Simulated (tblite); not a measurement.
## C3H7BF2Ge: geometry relaxation (part 1 of 2)

The run: geometry relaxation of C3H7BF2Ge, SMILES F[B](F)[GeH]1[CH2]C[CH2]1. Method and program: GFN2-xTB geometry optimisation, gas phase (tblite 0.8.0).

It belongs to a series of runs on one base structure; here: H on Ge replaced by BF2.

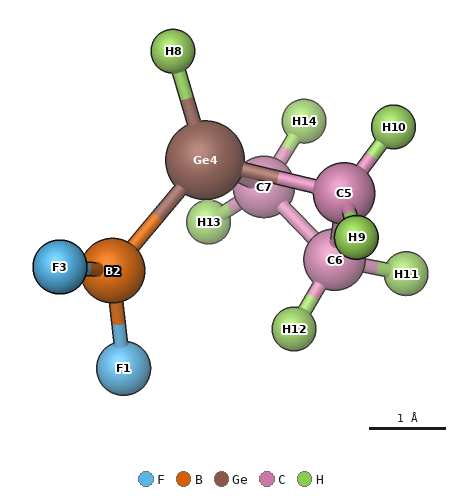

Figure 1. The structure as given in the input (ball-and-stick view, seen at a tilt; atoms are numbered from 1 in the order of the input). Sticks mark near contacts. Bond lengths as drawn: B–F 1.45 Å, B–Ge 1.99 Å, C–C 1.52 Å, C–Ge 1.91 to 1.93 Å, C–H 1.10 to 1.12 Å and Ge–H 1.54 Å.

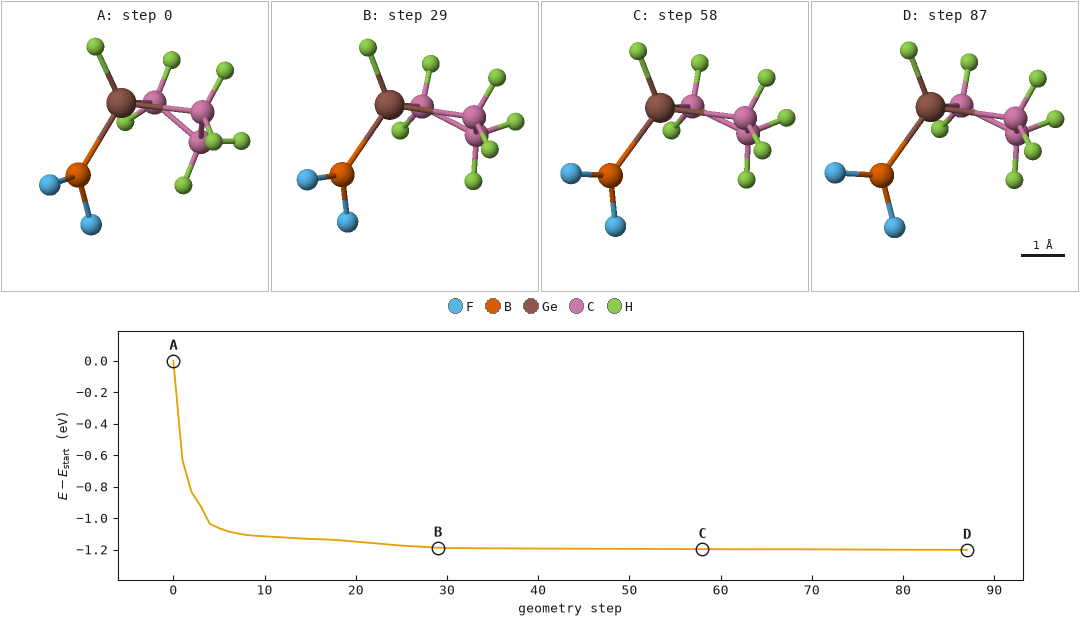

Figure 2. Frames of the relaxation (ball-and-stick view, seen at a tilt) above the curves, on which the letters mark them (steps are counted from 0).

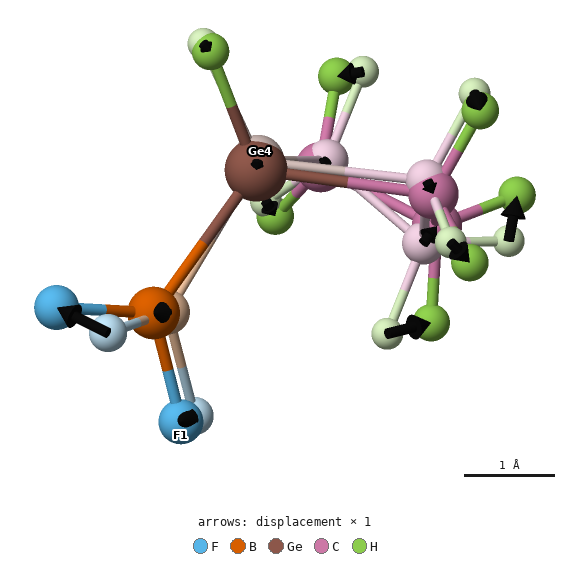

Figure 3. Start (faint) and end (solid) with the displacements as black arrows, at true length (ball-and-stick view, seen at a tilt). The two geometries are laid on each other by the best rigid fit. The atom that moves furthest after the best rigid fit is F3 (0.71 Å). By element the largest moves are F 0.71 Å, H 0.62 Å, B 0.28 Å, C 0.27 Å, Ge 0.11 Å. Among the contacts that change: B2–F3 1.445 → 1.314 Å, Ge4–C5 1.913 → 2.005 Å, Ge4–C7 1.926 → 2.005 Å, B2–Ge4 1.990 → 2.032 Å. Among the angles that change: Ge4–C5–H9 110.9° → 120.0°, C5–C6–C7 93.5° → 101.0°, H9–C5–H10 115.7° → 108.5°. The energy falls by 1.201 eV in 87 geometry steps. Largest force component: 3.3 eV/Å at the start, 0.007 eV/Å at the end. (Atoms are counted from 1 in the order of the input.)

These pictures come from the run below.

**Input file**
```
{"job": {"kind": "relax", "xc": "GFN2-xTB", "basis": "xTB"}, "charge": 0, "multiplicity": 1}
F      2.059200    -0.710400    -1.541900
B      2.211900    -0.214800    -0.190100
F      3.431700     0.497700     0.114200
Ge     0.587800     0.014800     0.936800
C     -0.729300     1.152400     0.142200
C     -1.066200     0.002600    -0.799300
C     -0.869500    -1.056400     0.274800
H      0.772200     0.094400     2.462700
H     -0.247300     2.018800    -0.376800
H     -1.539400     1.409800     0.855100
H     -2.084100     0.044300    -1.224700
H     -0.283400    -0.091300    -1.562400
H     -0.508300    -2.035100    -0.088400
H     -1.736000    -1.127400     0.975400
```

The first line tells a small driver script what to run in tblite; the rest is the geometry in Å.

Launch command:
```bash
OMP_NUM_THREADS=1 python <driver script> task.json out
```

**The program's output**
```
step      E/eV     max force
  0    -615.64000    3.581
  1    -616.27120    2.277
  2    -616.47506    2.245
  3    -616.56383    1.040
  4    -616.67607    0.601
  5    -616.70345    0.642
  6    -616.72406    0.305
  7    -616.73681    0.384
  8    -616.74708    0.254
  9    -616.75207    0.236
 10    -616.75552    0.139
 11    -616.75873    0.151
 12    -616.76222    0.162
 13    -616.76599    0.248
 14    -616.76956    0.219
 15    -616.77223    0.108
 16    -616.77422    0.104
 17    -616.77648    0.161
 18    -616.77982    0.254
 19    -616.78448    0.278
 20    -616.78974    0.205
 21    -616.79466    0.208
 22    -616.79927    0.168
 23    -616.80431    0.215
 24    -616.80983    0.210
 25    -616.81444    0.222
 26    -616.81785    0.183
 27    -616.82111    0.151
 28    -616.82468    0.183
 29    -616.82797    0.153
 30    -616.82987    0.080
 31    -616.83057    0.057
 32    -616.83090    0.083
 33    -616.83132    0.057
 34    -616.83168    0.043
 35    -616.83210    0.035
 36    -616.83226    0.036
 37    -616.83264    0.040
 38    -616.83293    0.042
 39    -616.83323    0.044
 40    -616.83344    0.035
 41    -616.83365    0.035
 42    -616.83387    0.036
 43    -616.83412    0.050
 44    -616.83433    0.040
 45    -616.83448    0.031
 46    -616.83461    0.034
 47    -616.83477    0.034
 48    -616.83496    0.042
 49    -616.83516    0.047
 50    -616.83536    0.038
 51    -616.83556    0.032
 52    -616.83576    0.046
 53    -616.83596    0.044
 54    -616.83617    0.035
 55    -616.83639    0.035
 56    -616.83663    0.039
 57    -616.83691    0.038
 58    -616.83720    0.035
 59    -616.83744    0.035
 60    -616.83762    0.061
 61    -616.83773    0.028
 62    -616.83787    0.022
 63    -616.83792    0.014
 64    -616.83796    0.016
 65    -616.83801    0.021
 66    -616.83807    0.024
 67    -616.83814    0.019
 68    -616.83822    0.021
 69    -616.83831    0.022
 70    -616.83845    0.028
 71    -616.83868    0.040
 72    -616.83894    0.041
 73    -616.83915    0.040
 74    -616.83933    0.034
 75    -616.83951    0.032
 76    -616.83969    0.074
 77    -616.83993    0.057
 78    -616.84034    0.042
 79    -616.84061    0.042
 80    -616.84086    0.041
 81    -616.84107    0.033
 82    -616.84120    0.036
 83    -616.84123    0.064
 84    -616.84137    0.022
 85    -616.84142    0.017
 86    -616.84145    0.013
 87    -616.84146    0.009
```

**Trajectory as extended XYZ (Å, eV, eV/Å), 34 of the 88 frames kept, from step=0 to step=87**
```
14
Properties=species:S:1:pos:R:3:forces:R:3 step=0 energy=-615.64000
F     2.0592   -0.7104   -1.5419    0.8370   1.1980   3.2630
B     2.2119   -0.2148   -0.1901    2.1440   1.0660  -2.2620
F     3.4317    0.4977    0.1142   -2.7550  -2.0170  -1.0810
Ge    0.5878    0.0148    0.9368    1.4410  -0.5490   2.2370
C    -0.7293    1.1524    0.1422    0.2960   2.4200  -1.0750
C    -1.0662    0.0026   -0.7993   -0.9350   0.1000   0.3770
C    -0.8695   -1.0564    0.2748   -0.2270  -2.1070   0.0410
H     0.7722    0.0944    2.4627    0.0960   0.0370  -0.2860
H    -0.2473    2.0188   -0.3768   -1.1220  -0.0850   0.4120
H    -1.5394    1.4098    0.8551    0.5070   0.0680  -0.7630
H    -2.0841    0.0443   -1.2247    0.5440  -0.0450  -0.1210
H    -0.2834   -0.0913   -1.5624   -0.5540   0.0390  -0.0210
H    -0.5083   -2.0351   -0.0884   -0.9360   0.0640   0.0470
H    -1.7360   -1.1274    0.9754    0.6640  -0.1880  -0.7680
14
Properties=species:S:1:pos:R:3:forces:R:3 step=3 energy=-616.56383
F     2.1007   -0.6712   -1.4417    0.4270  -0.0150  -0.1090
B     2.2460   -0.1753   -0.2389   -0.7450   0.3290   0.6460
F     3.3621    0.4323    0.0679    0.4640  -0.1320  -0.3630
Ge    0.6276   -0.0065    0.9928   -0.0370  -0.1210  -0.0310
C    -0.7150    1.1952    0.1210    0.4240  -0.1960   0.0920
C    -1.0803    0.0051   -0.7748    0.0700  -0.0200   0.1520
C    -0.8660   -1.0973    0.2754    0.3070   0.0320  -0.0300
H     0.7793    0.0973    2.4688    0.1460   0.0580   0.4230
H    -0.2863    2.0451   -0.3771   -0.4110   0.5620  -0.2090
H    -1.5189    1.4202    0.8217    0.1230   0.2710  -0.2860
H    -2.0707    0.0426   -1.2318    0.0720  -0.0130   0.0240
H    -0.3157   -0.0898   -1.5588   -0.3850  -0.0050   0.0360
H    -0.5471   -2.0559   -0.0962   -0.5000  -0.4590  -0.2330
H    -1.7164   -1.1423    0.9496    0.0460  -0.2920  -0.1120
14
Properties=species:S:1:pos:R:3:forces:R:3 step=5 energy=-616.70345
F     2.1391   -0.6625   -1.4223   -0.0830   0.0080   0.1720
B     2.2066   -0.1439   -0.2117    0.5910   0.1150  -0.2240
F     3.3790    0.4083    0.0333   -0.0330  -0.0700   0.0280
Ge    0.6338   -0.0198    1.0094   -0.3210   0.1070   0.2180
C    -0.6835    1.1966    0.1212    0.0570   0.1860  -0.0250
C    -1.0791    0.0045   -0.7582    0.0870  -0.0130  -0.0640
C    -0.8459   -1.1094    0.2731   -0.0910  -0.2020  -0.0510
H     0.7917    0.1022    2.4995    0.1090   0.0230   0.1320
H    -0.3261    2.0894   -0.3914   -0.2130  -0.0390  -0.0450
H    -1.5039    1.4420    0.7927    0.0720   0.1500  -0.0280
H    -2.0626    0.0414   -1.2304   -0.0540   0.0230   0.2330
H    -0.3494   -0.0902   -1.5575    0.0710  -0.0620  -0.2130
H    -0.5933   -2.0920   -0.1148   -0.2660  -0.0570  -0.1520
H    -1.7071   -1.1670    0.9350    0.0730  -0.1690   0.0180
14
Properties=species:S:1:pos:R:3:forces:R:3 step=8 energy=-616.74708
F     2.1441   -0.6629   -1.4072   -0.0730  -0.0250   0.0010
B     2.2295   -0.1244   -0.2105   -0.0290  -0.0520   0.1330
F     3.4044    0.4018    0.0276    0.2180   0.0940   0.0900
Ge    0.6145   -0.0153    1.0298    0.2150   0.0010  -0.1110
C    -0.6720    1.2073    0.1182   -0.1580  -0.0790  -0.0580
C    -1.0695    0.0033   -0.7575   -0.0350  -0.0050  -0.0170
C    -0.8465   -1.1280    0.2644   -0.0240   0.0650  -0.0460
H     0.8081    0.1069    2.5280    0.0250   0.0110   0.0160
H    -0.3601    2.1061   -0.4059    0.0630  -0.0440  -0.0970
H    -1.4931    1.4677    0.7797   -0.0730   0.0430   0.0500
H    -2.0651    0.0442   -1.2025   -0.0420   0.0340   0.1390
H    -0.3569   -0.0973   -1.5780   -0.0130  -0.0230  -0.0150
H    -0.6387   -2.1142   -0.1411   -0.0250   0.0270  -0.1150
H    -1.6994   -1.1957    0.9330   -0.0490  -0.0460   0.0310
14
Properties=species:S:1:pos:R:3:forces:R:3 step=11 energy=-616.75873
F     2.1364   -0.6637   -1.3979    0.0640   0.0590   0.1230
B     2.2470   -0.1242   -0.2005    0.0860   0.0200   0.0630
F     3.4267    0.4071    0.0358   -0.0400  -0.0670  -0.0330
Ge    0.6253   -0.0121    1.0248   -0.0180  -0.0160  -0.0120
C    -0.6830    1.2059    0.1123    0.0720   0.0230   0.0280
C    -1.0715    0.0019   -0.7600   -0.0850   0.0010   0.0540
C    -0.8499   -1.1288    0.2587    0.0500  -0.0140   0.0300
H     0.8154    0.1091    2.5337    0.0060  -0.0010  -0.0980
H    -0.3622    2.0999   -0.4195    0.0190  -0.0730  -0.0440
H    -1.4980    1.4779    0.7818    0.0040  -0.0280  -0.0490
H    -2.0738    0.0487   -1.1801   -0.0960  -0.0010  -0.0250
H    -0.3602   -0.1017   -1.5855   -0.1310   0.0140   0.0610
H    -0.6524   -2.1132   -0.1610    0.0200   0.0640  -0.0550
H    -1.7005   -1.2072    0.9352    0.0490   0.0200  -0.0450
14
Properties=species:S:1:pos:R:3:forces:R:3 step=13 energy=-616.76599
F     2.1386   -0.6586   -1.3798    0.0670   0.0070   0.0200
B     2.2609   -0.1224   -0.1835    0.0840   0.0210  -0.0200
F     3.4430    0.4051    0.0383    0.0160  -0.0340   0.0240
Ge    0.6371   -0.0130    1.0187   -0.2350   0.0230   0.0770
C    -0.6856    1.2051    0.1098    0.1070   0.0270   0.0490
C    -1.0824    0.0014   -0.7552   -0.0600   0.0300   0.0330
C    -0.8467   -1.1292    0.2568    0.0010  -0.0350  -0.0050
H     0.8211    0.1107    2.5288   -0.0080  -0.0080  -0.1050
H    -0.3612    2.0904   -0.4348   -0.0010  -0.0540  -0.0030
H    -1.5015    1.4829    0.7781    0.0810  -0.0220  -0.0490
H    -2.0888    0.0519   -1.1663   -0.0800  -0.0260  -0.0200
H    -0.3774   -0.1032   -1.5837   -0.1110   0.0210  -0.0050
H    -0.6605   -2.1074   -0.1815    0.0670   0.0300  -0.0110
H    -1.6972   -1.2140    0.9321    0.0720   0.0180   0.0150
14
Properties=species:S:1:pos:R:3:forces:R:3 step=16 energy=-616.77422
F     2.1493   -0.6534   -1.3592    0.0700  -0.0300  -0.0530
B     2.2813   -0.1181   -0.1639   -0.0590   0.0160  -0.0240
F     3.4677    0.4004    0.0462    0.0290  -0.0110   0.0830
Ge    0.6302   -0.0121    1.0168    0.0250  -0.0100  -0.0420
C    -0.6807    1.2047    0.1097   -0.0500  -0.0170  -0.0550
C    -1.1015    0.0036   -0.7476   -0.0180  -0.0010  -0.0390
C    -0.8446   -1.1318    0.2522   -0.0500   0.0110  -0.0410
H     0.8260    0.1120    2.5149   -0.0450   0.0010   0.0400
H    -0.3589    2.0759   -0.4536    0.0370   0.0440   0.0110
H    -1.4968    1.4887    0.7704    0.0460   0.0570   0.0450
H    -2.1141    0.0531   -1.1495   -0.0190  -0.0070   0.0520
H    -0.4103   -0.1025   -1.5845   -0.0560   0.0230  -0.0850
H    -0.6616   -2.0992   -0.2067    0.0850  -0.0350   0.0300
H    -1.6867   -1.2218    0.9328    0.0050  -0.0410   0.0790
14
Properties=species:S:1:pos:R:3:forces:R:3 step=18 energy=-616.77982
F     2.1643   -0.6536   -1.3529    0.0860   0.0110   0.0050
B     2.2916   -0.1139   -0.1573   -0.0290   0.0120  -0.0220
F     3.4838    0.3956    0.0617   -0.1110  -0.0610   0.0570
Ge    0.6216   -0.0113    1.0127    0.2270  -0.0370  -0.1080
C    -0.6808    1.2040    0.1049   -0.0630   0.0210  -0.0700
C    -1.1161    0.0055   -0.7476   -0.0170  -0.0410  -0.0390
C    -0.8493   -1.1332    0.2452    0.0340  -0.0040   0.0280
H     0.8231    0.1126    2.5074   -0.0590   0.0080   0.0800
H    -0.3525    2.0694   -0.4626    0.0280   0.0650   0.0050
H    -1.4872    1.4974    0.7706   -0.0160   0.0820   0.0570
H    -2.1338    0.0523   -1.1344   -0.0450   0.0220   0.0410
H    -0.4376   -0.0990   -1.5950   -0.0460   0.0090  -0.0740
H    -0.6495   -2.0963   -0.2173    0.0140  -0.0180   0.0510
H    -1.6782   -1.2298    0.9427   -0.0050  -0.0700  -0.0110
14
Properties=species:S:1:pos:R:3:forces:R:3 step=21 energy=-616.79466
F     2.2249   -0.6511   -1.3303    0.0380   0.0200  -0.0560
B     2.3200   -0.1002   -0.1373    0.0750  -0.1030  -0.0570
F     3.5205    0.3715    0.1171   -0.1290  -0.0070   0.0860
Ge    0.6288   -0.0131    0.9876    0.0520   0.0740  -0.0060
C    -0.6867    1.2059    0.0827    0.0550   0.0450   0.0500
C    -1.1650    0.0058   -0.7485    0.0120  -0.0080   0.0510
C    -0.8526   -1.1390    0.2293    0.1700   0.0190   0.0720
H     0.8067    0.1158    2.4941   -0.0640  -0.0010  -0.0490
H    -0.3334    2.0590   -0.4933   -0.0620  -0.0140  -0.0050
H    -1.4588    1.5372    0.7741   -0.0110   0.0220  -0.0450
H    -2.2027    0.0538   -1.0800   -0.0190   0.0240   0.0540
H    -0.5340   -0.0884   -1.6356   -0.0580  -0.0380   0.0320
H    -0.6186   -2.0902   -0.2458   -0.1060   0.0220   0.0690
H    -1.6497   -1.2677    0.9638    0.0470  -0.0550  -0.1950
14
Properties=species:S:1:pos:R:3:forces:R:3 step=24 energy=-616.80983
F     2.2895   -0.6460   -1.3218    0.0290  -0.0150  -0.1430
B     2.3496   -0.1049   -0.1254   -0.0380  -0.1140  -0.0060
F     3.5388    0.3492    0.1823    0.0860   0.0610   0.0930
Ge    0.6464   -0.0032    0.9634   -0.1680   0.0800   0.0510
C    -0.6848    1.2123    0.0685    0.0120  -0.0260   0.0190
C    -1.2062    0.0062   -0.7392    0.0590   0.0710   0.0660
C    -0.8297   -1.1394    0.2231   -0.0610   0.0380  -0.0860
H     0.7812    0.1189    2.4761   -0.0240  -0.0020  -0.0950
H    -0.3276    2.0517   -0.5243   -0.0550  -0.0210  -0.0520
H    -1.4345    1.5784    0.7691    0.0160  -0.0500  -0.0530
H    -2.2646    0.0588   -1.0177    0.1330  -0.0230   0.1610
H    -0.6333   -0.0851   -1.6666   -0.0180  -0.0230   0.0980
H    -0.6079   -2.0852   -0.2628    0.0380  -0.0200  -0.0530
H    -1.6174   -1.3123    0.9532   -0.0080   0.0450   0.0010
14
Properties=species:S:1:pos:R:3:forces:R:3 step=26 energy=-616.81785
F     2.3317   -0.6426   -1.3230    0.0830   0.0360  -0.0030
B     2.3723   -0.1160   -0.1176   -0.0420  -0.0130   0.0240
F     3.5544    0.3385    0.2307   -0.0450  -0.0410  -0.0130
Ge    0.6455    0.0085    0.9497    0.0060  -0.0570  -0.0520
C    -0.6828    1.2157    0.0609   -0.0330   0.0200  -0.0580
C    -1.2300    0.0107   -0.7292    0.0370   0.0020   0.0160
C    -0.8198   -1.1378    0.2141   -0.1130  -0.0380  -0.0440
H     0.7637    0.1208    2.4558   -0.0030   0.0150   0.0100
H    -0.3261    2.0415   -0.5488   -0.0370   0.0250  -0.0650
H    -1.4193    1.6004    0.7629   -0.0190  -0.0320  -0.0130
H    -2.2978    0.0608   -0.9658    0.1080  -0.0080   0.1480
H    -0.6982   -0.0845   -1.6790    0.0270   0.0120   0.0750
H    -0.5971   -2.0799   -0.2795    0.0770   0.0130  -0.0960
H    -1.5971   -1.3365    0.9467   -0.0470   0.0680   0.0710
14
Properties=species:S:1:pos:R:3:forces:R:3 step=29 energy=-616.82797
F     2.4229   -0.6288   -1.3085    0.0490   0.0360   0.0730
B     2.4143   -0.1277   -0.0904    0.0340   0.0540  -0.0490
F     3.5885    0.3084    0.3127   -0.1310  -0.0770  -0.0150
Ge    0.6487    0.0149    0.9162    0.0620  -0.0980  -0.0340
C    -0.6833    1.2244    0.0360    0.0170   0.0070  -0.0350
C    -1.2773    0.0162   -0.7092   -0.0170  -0.0650  -0.0240
C    -0.8169   -1.1442    0.1921    0.0430  -0.0210   0.0710
H     0.7381    0.1278    2.4226    0.0160   0.0200   0.0320
H    -0.3284    2.0242   -0.6101   -0.0450   0.0080  -0.0120
H    -1.3924    1.6407    0.7479    0.0010  -0.0060  -0.0100
H    -2.3572    0.0648   -0.8484   -0.0270   0.0210   0.0130
H    -0.8224   -0.0799   -1.6955    0.0290   0.0230   0.0180
H    -0.5713   -2.0652   -0.3360   -0.0210   0.0880  -0.0090
H    -1.5639   -1.3760    0.9487   -0.0090   0.0100  -0.0190
14
Properties=species:S:1:pos:R:3:forces:R:3 step=32 energy=-616.83090
F     2.4764   -0.6197   -1.3026   -0.0070  -0.0180  -0.0460
B     2.4304   -0.1318   -0.0833   -0.0320   0.0260  -0.0160
F     3.5927    0.2873    0.3566    0.0450   0.0050   0.0690
Ge    0.6560    0.0117    0.8979   -0.0140   0.0210   0.0200
C    -0.6810    1.2275    0.0215    0.0150  -0.0370   0.0070
C    -1.3006    0.0151   -0.6984    0.0070   0.0180   0.0260
C    -0.8096   -1.1462    0.1868   -0.0140   0.0280  -0.0070
H     0.7242    0.1330    2.4073    0.0390   0.0120  -0.0100
H    -0.3358    2.0190   -0.6407   -0.0190  -0.0250  -0.0060
H    -1.3769    1.6594    0.7375    0.0210  -0.0140   0.0100
H    -2.3847    0.0681   -0.7886   -0.0390   0.0020  -0.0280
H    -0.8838   -0.0762   -1.6998    0.0210  -0.0100  -0.0350
H    -0.5604   -2.0523   -0.3610   -0.0140   0.0140  -0.0100
H    -1.5477   -1.3955    0.9446   -0.0100  -0.0220   0.0250
14
Properties=species:S:1:pos:R:3:forces:R:3 step=34 energy=-616.83168
F     2.4899   -0.6184   -1.3008    0.0040   0.0050  -0.0190
B     2.4364   -0.1295   -0.0819   -0.0170   0.0080   0.0080
F     3.5973    0.2812    0.3727    0.0050  -0.0080   0.0330
Ge    0.6570    0.0121    0.8940    0.0100   0.0310  -0.0090
C    -0.6802    1.2261    0.0178   -0.0100   0.0030   0.0070
C    -1.3091    0.0152   -0.6961   -0.0090   0.0190  -0.0030
C    -0.8090   -1.1453    0.1850   -0.0400  -0.0020  -0.0160
H     0.7234    0.1351    2.4025    0.0380   0.0130  -0.0030
H    -0.3374    2.0146   -0.6490   -0.0070  -0.0210  -0.0090
H    -1.3703    1.6647    0.7357    0.0140  -0.0190   0.0110
H    -2.3962    0.0692   -0.7752    0.0320  -0.0010  -0.0230
H    -0.9019   -0.0752   -1.7036   -0.0090  -0.0130   0.0240
H    -0.5581   -2.0470   -0.3685   -0.0100  -0.0050  -0.0090
H    -1.5423   -1.4033    0.9454   -0.0010  -0.0100   0.0080
```
